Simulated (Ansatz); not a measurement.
# C2H6BF: ladder of methods at one geometry

How do the methods compare on C2H6BF, in result and in cost? Aim: a ladder of methods at one geometry, for C2H6BF, run from a script.

All numbers are computed with the Python package of Ansatz 0.2.0. The levels of theory stand in the script.

## Step 1: The structure

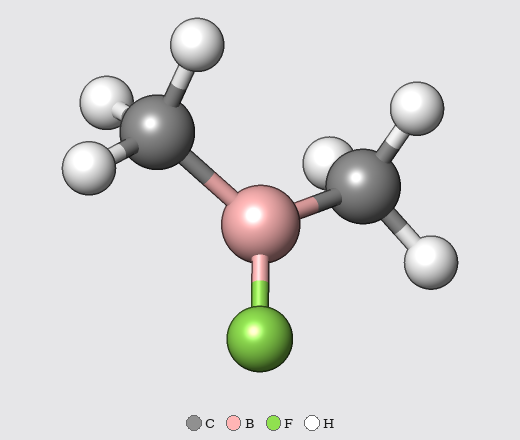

The starting structure, viewed from a chosen angle; carbon grey, boron pink, fluorine green, hydrogen white.

Input file c2h6bf.xyz:

```xyz
10

C    -0.72640    0.98360   -0.51250
B    -0.13890   -0.42380   -0.41980
C     0.80800   -0.77510    0.76820
F    -0.36780   -1.40800   -1.42200
H     0.03430    1.77840   -0.62270
H    -1.38300    1.24850    0.37980
H    -1.39700    1.08960   -1.41850
H     1.75820   -0.08270    0.75260
H     1.18880   -1.81020    0.72890
H     0.30680   -0.65130    1.76890
```

## Step 2: The code

The input, methods_c2h6bf.py:

```python
"""One geometry of C2H6BF, method by method."""

import ansatz as az

BASIS = "def2-SVP"


def main() -> None:
    molecule = az.Crystal.molecule_from_extxyz("c2h6bf.xyz")

    job = molecule.calculation().basis(gaussian=BASIS)

    methods = ["mp2", "ccsd", "ccsd_t"]
    reports = [job.correlation(m).run().report for m in methods]
    print(f"Hartree-Fock reference {reports[0]['reference_energy_ev'] / 27.211386246:.6f} Ha")
    best = reports[-1]["free_energy_ev"] - reports[-1]["reference_energy_ev"]
    for method, each in zip(methods, reports):
        gained = each["free_energy_ev"] - each["reference_energy_ev"]
        print(f"{method:8s} total {each['free_energy_ev'] / 27.211386246:.6f} Ha  correlation {gained:9.4f} eV  ({100 * gained / best:.1f} % of the last)")


if __name__ == "__main__":
    main()
```

## Step 3: Launch

Launch:

```
> python methods_c2h6bf.py
```

The program printed:

```text
Hartree-Fock reference -203.261540 Ha
mp2      total -203.822448 Ha  correlation  -15.2631 eV  (90.7 % of the last)
ccsd     total -203.865454 Ha  correlation  -16.4333 eV  (97.6 % of the last)
ccsd_t   total -203.880119 Ha  correlation  -16.8324 eV  (100.0 % of the last)
```

Run time: 11 s. Hardware: 1 thread of Arm Neoverse V1, shared host; peak memory 0.37 GiB.

## Step 4: Run by run

One row for each of the 3 runs:

| run | method | energy (eV) | iterations in all | CPU time (s) |
| --- | --- | --- | --- | --- |
| 1 | mp2 | -5546.2913 | 11 | 0.76 |
| 2 | ccsd | -5547.4616 | 17 | 3.7 |
| 3 | ccsd_t | -5547.8607 | 17 | 6.1 |

Correlation energies (total less mean field):

| method | correlation (eV) | share of the last | miss against the last (eV) | CPU time (s) |
| --- | --- | --- | --- | --- |
| mp2 | -15.263 | 90.7 % | +1.569 | 0.76 |
| ccsd | -16.433 | 97.6 % | +0.399 | 3.7 |
| ccsd_t | -16.832 | 100.0 % | +0.000 | 6.1 |

## Step 5: Summary of results

```
                    quantity       value
               runs compared           3
correlation energy, last run  -16.832 eV
```

In words: mp2 catches 91 % of the correlation energy of ccsd_t. The dearest, run 3 (ccsd_t), took some 8.1 times as long as run 1 (mp2). Caveats:
- The geometry is a force-field or estimated start, not a minimum of this method, and the basis set is short of its limit. A lower total doesn't mark the better method: functionals have no common bound, and MP2 and coupled cluster aren't variational.
- Inner cores stay frozen, so this is valence correlation.
